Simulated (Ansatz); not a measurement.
**Fields on a plane of RhPb2 (space group I4/mcm)**

```xyz
6
Lattice="-3.3391 3.3391 2.9068 3.3391 -3.3391 2.9068 3.3391 3.3391 -2.9068" Properties=species:S:1:pos:R:3 pbc="T T T"
Rh     0.0000     0.0000     1.4534
Rh     0.0000     0.0000     4.3603
Pb     2.2365     1.1026     2.9068
Pb     1.1026     2.2365     0.0000
Pb    -1.1026     2.2365     2.9068
Pb     4.4417     1.1026     0.0000
```

The slice is a (-1 -1 2) plane (indices of the conventional cell) through the point (0.750, 0.750, 0.000) (fractional), spanned by u = [111] and v = [1 -1 0] in vectors of this cell: u (5.55 Å) and v (9.44 Å, at 90° to u). It covers one period; positions are fractions (u, v).

Atoms on it: Rh at (0.00, 0.50); Rh at (0.00, 0.00); Pb at (0.50, 0.42); Pb at (0.50, 0.08). Other atoms lie within 1 Å of the plane.

All values below come from PBEsol (plane waves to 420 eV, PAW, scalar-relativistic; Ansatz, a first-principles code). k mesh 11×11×11. These are valence fields of a PAW run, semicore shells included where kept as valence: close to a nucleus they are smooth pseudo fields. RhPb2 is run without spin polarisation. RhPb2 was relaxed with its symmetry unable to fall. Spin-orbit coupling is left out, though Pb is heavy.

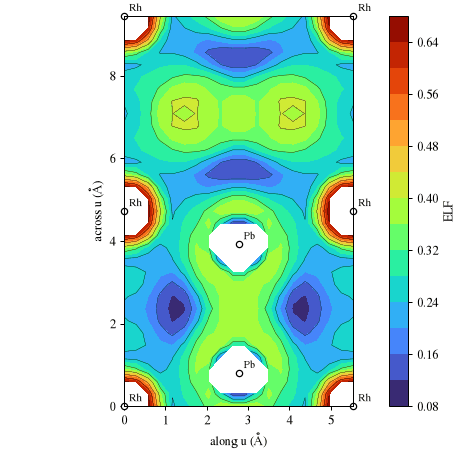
Electron localisation function (ELF), one period of the plane, atoms marked. Points within 0.5 Å of a nucleus are left white, as the pseudised field means little there.

```
|xxxxxxxx++%%##==        ==##%%++xxxxxx|
|xxxxxx  ##@@@@%%**++++**%%@@@@##  xxxx|
|xxxx  ++%%@@@@@@%%%%%%%%@@@@@@%%++  xx|
|==++**##****##%%%%@@@@%%%%##****##**++|
|%%%%**==::..::==##%%%%##==::..::==**%%|
|%%##==          ==####==          ==##|
|##**::  xxxxxx  ::****::  xxxxxx  ::**|
|##++  xxxxxxxx  ..++++..  xxxxxxxx  ++|
|##**::  xxxxxx  ::****::  xxxxxx  ::**|
|%%##==          ==####==          ==##|
|%%%%**==::..::==##%%%%##==::..::==**%%|
|==++**##****##%%%%@@@@%%%%##****##**++|
|xxxx  ++%%@@@@@@%%%%%%%%@@@@@@%%++  xx|
|xxxxxx  ##@@@@%%**++++**%%@@@@##  xxxx|
|xxxxxxxx++%%##==        ==##%%++xxxxxx|
|xxxxxxxx--**==  xxxxxxxx  ==**--xxxxxx|
|xxxxxxxx==++  xxxxxxxxxxxx  ++==xxxxxx|
|xxxxxx  ++==  xxxxxxxxxxxx  ==++  xxxx|
|xxxx  **##==  xxxxxxxxxxxx  ==##**  xx|
|==++##%%%%++  xxxxxxxxxxxx  ++%%%%##++|
|%%%%@@@@@@##::xxxxxxxxxxxx::##@@@@@@%%|
|%%%%@@@@@@%%**..  xxxx  ..**%%@@@@@@%%|
|##%%%%@@@@@@%%**==----==**%%@@@@@@%%%%|
|####%%@@@@@@@@%%##****##%%@@@@@@@@%%##|
|##%%%%@@@@@@%%**==----==**%%@@@@@@%%%%|
|%%%%@@@@@@%%**..  xxxx  ..**%%@@@@@@%%|
|%%%%@@@@@@##::xxxxxxxxxxxx::##@@@@@@%%|
|==++##%%%%++  xxxxxxxxxxxx  ++%%%%##++|
|xxxx  **##==  xxxxxxxxxxxx  ==##**  xx|
|xxxxxx  ++==  xxxxxxxxxxxx  ==++  xxxx|
|xxxxxxxx==++  xxxxxxxxxxxx  ++==xxxxxx|
|xxxxxxxx--**==  xxxxxxxx  ==**--xxxxxx|
```
Scale: ten equal steps from 2.00 (start of ' ') to 10.31 (end of '@'), in the order ' .:-=+*#%@'. Values: electrostatic potential energy of an electron, from the cell's mean, in eV. The map has 19 points along u (two characters each, u = 0 at the left) and 32 along v (v = 0 in the bottom row). Points within 1 Å of a nucleus are blanked (x), as the pseudised field means little there. Values under 2 eV are set to 2. The zero, the cell's mean, hangs on the PAW cores.

| Quantity | Result |
|---|---|
| Density on the Rh–Pb line (2.89 Å) at its midpoint | 0.29 e/Å³ |
| ELF at that point | 0.3 |
